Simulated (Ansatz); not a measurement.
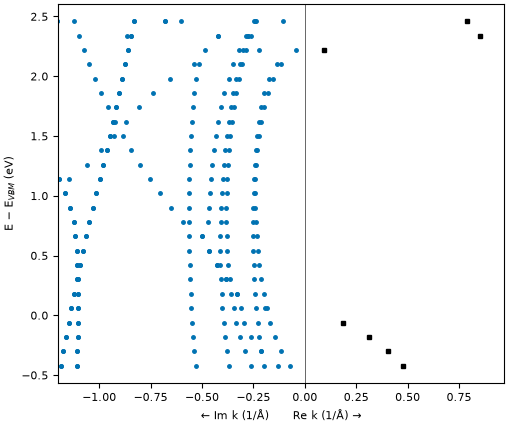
*Complex bands at the centre of the two-dimensional zone; r2SCAN run with Ansatz (an electronic-structure program)*

The gap is the functional's own, uncorrected, and κ follows it; spin-orbit coupling is left out. Mid-gap means the computed energy nearest the middle.

**Question.** This is TiO₂ (P4_2/mnm, rutile, 6 atoms a cell, 10.4 Å³ an atom) along the normal of (110). Read off the slowest decay at the centre of the two-dimensional zone at 1.14 eV, the computed energy nearest the middle of the gap.

**Answer.** κ ≈ 0.24 1/Å, a decay length 1/(2κ) of the density of 2.1 Å.
